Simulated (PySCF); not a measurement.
# F₄Si, SMILES `F[Si](F)(F)F`: electronic structure

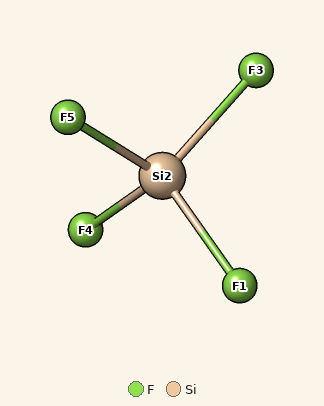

The molecule, with its atoms numbered as below. No frequency check shows the geometry to be a minimum.

Coordinates in Å:

```
F1       0.9049   -0.9373    0.8687
Si2      0.0000   -0.0002    0.0001
F3       0.9049    0.9374   -0.8688
F4      -0.9049   -0.8694   -0.9365
F5      -0.9049    0.8696    0.9365
```

### 1. Bonding charge

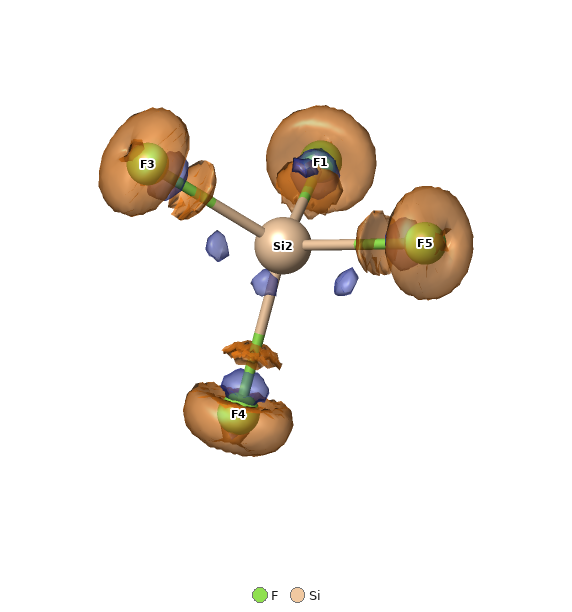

Deformation density (molecule less spherical, spin-averaged free atoms at the same positions), surfaces at ±0.15 e/Å³; orange: gain, blue: loss.

Level of theory: PBE0/cc-pVDZ (PySCF), at a geometry from GFN2-xTB.

Q: Describe the bonding that the map shows.

A: F1–Si2, Si2–F4, Si2–F5 and Si2–F3: −0.03 e/Å³ at the bond critical point (bond length 1.57 Å, Mayer order 1.2); up to 0.6 Å beside the axis the gain reaches +0.17 e/Å³. In all, 1.0 electrons gather in the regions of gain relative to the promolecule. A small or negative value marks a very polar bond, one between electron-rich atoms, whose free-atom densities already overlap strongly, a long bond to a heavier atom, or a closed-shell contact such as a hydrogen bond.

### 2. Bond critical points

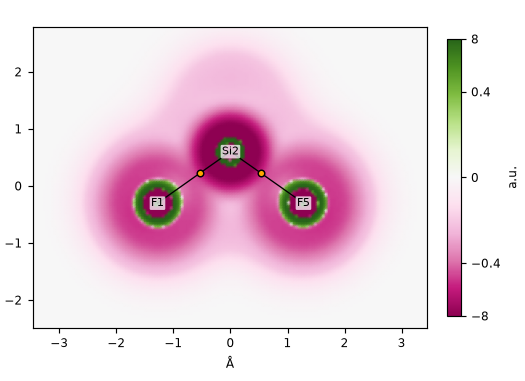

Negative Laplacian of the density (−∇²ρ) in the plane of F1, Si2 and F5 (green positive, pink negative, colour scale in a.u., logarithmic beyond ±0.04), with bond paths and bond critical points (dots).

Q: Sort the bonds in the plane by the sign of ∇²ρ at their critical points.

A: At none is it concentrated. Depleted (∇²ρ > 0): F1–Si2 and Si2–F5 (+1.32 a.u., H = +0.016).

Q: Where along F1–Si2 does the critical point lie?

A: 0.90 Å from F1 and 0.66 Å from Si2.

### 3. Electrostatic potential

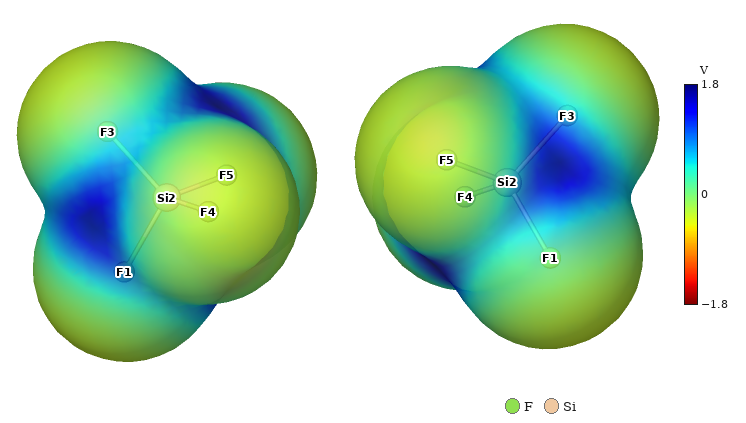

Electrostatic potential on the surface of electron density 0.001 a.u. (back view left, front view right).

Q: Where are the extremes of the potential on the surface?

A: Highest: 1.76 V, off the Si2–F5 bond (1.9 to 2.0 Å from its atoms). Lowest: −0.37 V, 1.6 Å from F3, and at like points elsewhere. The surface is sampled at points, so like sites can differ by a few per cent and only the strongest of them is named.

Q: What volume does the surface enclose, and what is the dipole moment?

A: About 68 Å³; the dipole moment is 0.0 D.

### 4. In an electric field

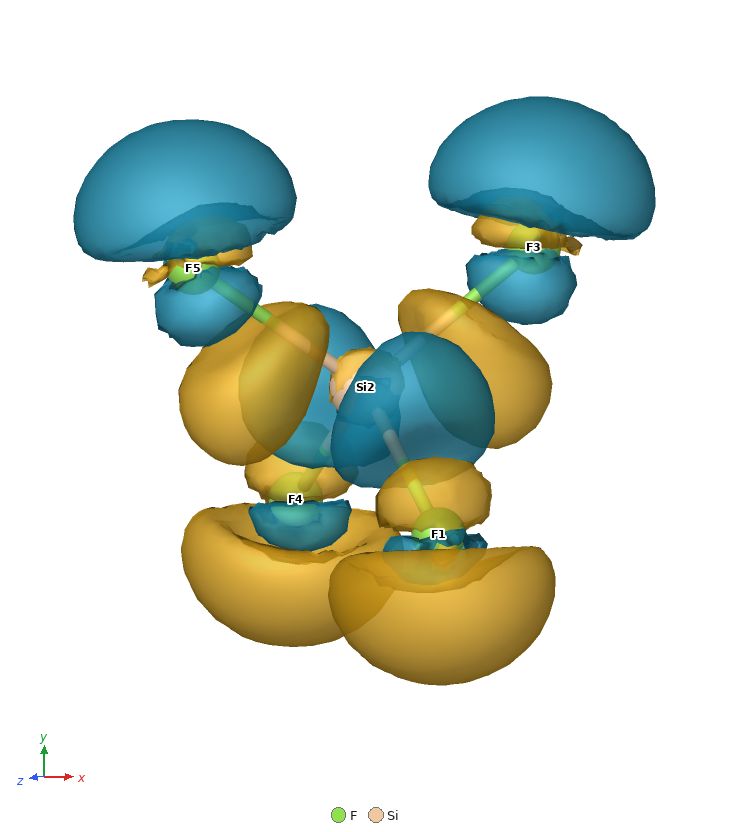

Change of the electron density in a uniform field of 0.10 V/Å, surfaces at ±0.0006 e/Å³ (yellow: gain, teal: loss).

Level of theory: PBE0/6-311G** (PySCF), at a geometry from GFN2-xTB. A basis without diffuse functions makes polarisabilities too small.

The field was applied in both directions; the picture shows the one opposite to the script's first.

Q: Along which Cartesian direction does the field point?

A: Along +y: electrons gather on the −y side, against the field.

Q: How large is the response?

A: The induced dipole is 0.08 D (along the field); α along this axis, from the fields in both directions, is 16 bohr³ (2.3 Å³).

### 5. Removing or adding an electron

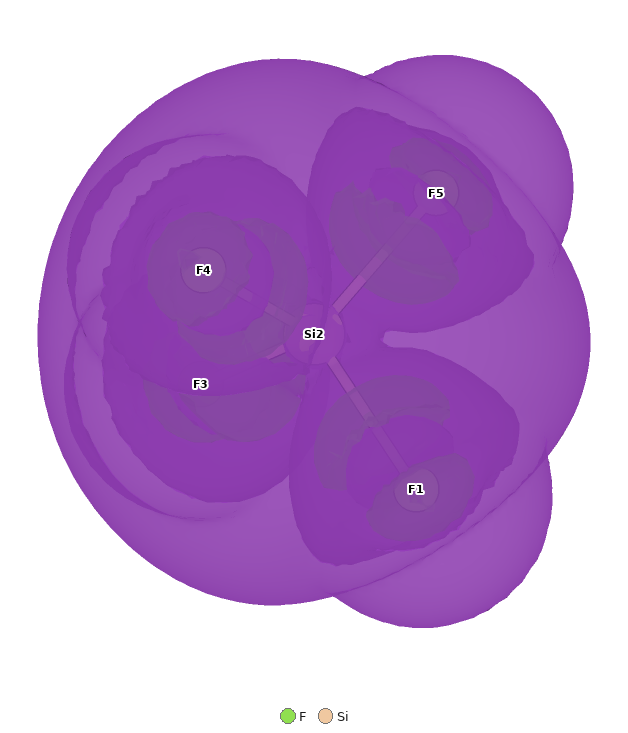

Fukui function f⁺ = ρ(N+1) − ρ(N) at fixed geometry, surfaces at ±0.01 e/Å³ (purple positive, green negative).

Computed with PySCF, TPSS/6-31G*, geometry: GFN2-xTB.

Q: On which atoms does the density change most on addition of an electron?

A: f⁺ (Hirshfeld-condensed) is largest on Si2 (0.53); the vertical electron affinity is −2.95 eV (the stability of the anion's solution wasn't checked; negative, but this basis has no diffuse functions, so it doesn't show that the anion is unbound). Condensed values hint at sites of nucleophilic attack but needn't mark the atom that reacts. Orbital relaxation makes it negative in places (0.08 e in all).

```
atom     f⁺  charge
  F1  +0.12   −0.15
 Si2  +0.53   +0.61
  F3  +0.12   −0.15
  F4  +0.12   −0.15
  F5  +0.12   −0.15
```

### 6. Localised orbitals

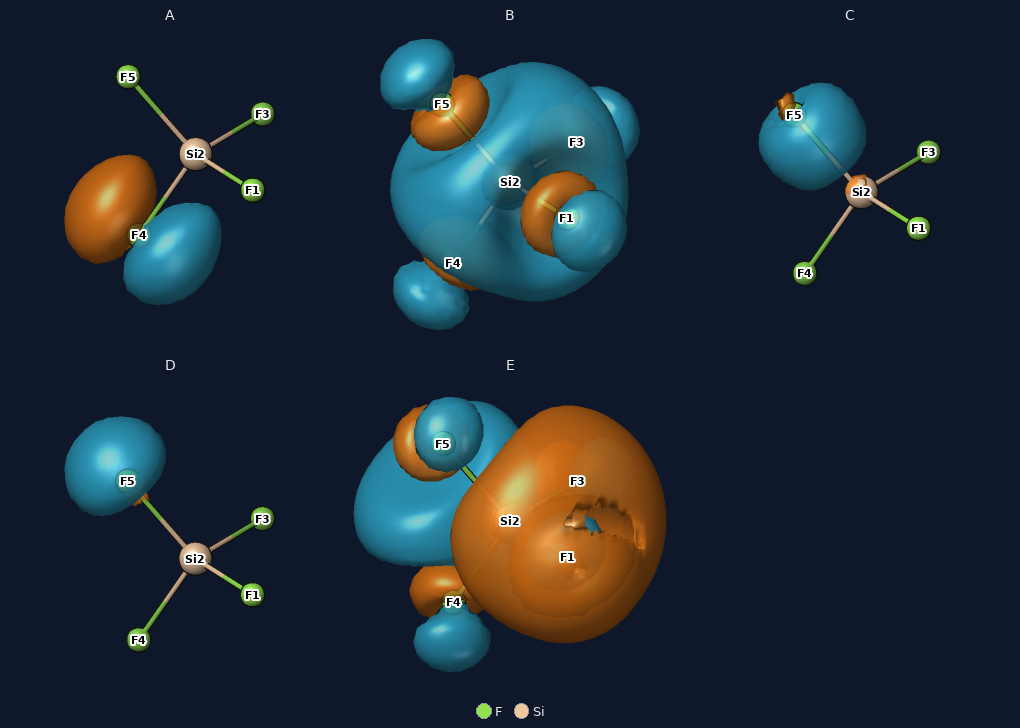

Intrinsic bond orbitals (IBO), occupied and valence-virtual; each surface holds about 85 % of the orbital's density. Energies are diagonal elements of the Fock matrix.

Computed with PySCF, r2SCAN/def2-SVP, geometry: GFN2-xTB.

Q: Name the orbitals, with their atomic make-up and energies.

A: By panel:
- A: lone pair on F4 (p-type) (F4 96 %, Si2 4 %; −11.8 eV)
- B: antibonding multicentre orbital mainly over Si2, F4, F3 and F5 (Si2 69 %, F4 8 %, F3 8 %; 1.4 eV)
- C: pair mostly on F5, shared in part with Si2 (F5 82 %, Si2 18 %; −26.2 eV)
- D: lone pair on F5 (sp1-type) (F5 99 %; −19.5 eV)
- E: σ* orbital Si2–F1, mostly on Si2 (Si2 77 %, F1 9 %, F4 6 %; 4.4 eV)

Q: Which has the smallest and which the largest spatial spread?

A: Smallest: C (0.59 Å); largest: E (1.64 Å).

Q: How do all the valence pairs divide up?

A: 16 pairs: 12 lone pairs and 4 strongly polarised pairs.

The PySCF runs shown took 6 s, 17 s, 2.6 min and 10 s on 1 thread of Intel(R) Xeon(R) Platinum 8259CL CPU @ 2.50GHz (Skylake/Cascade Lake), on a shared host.
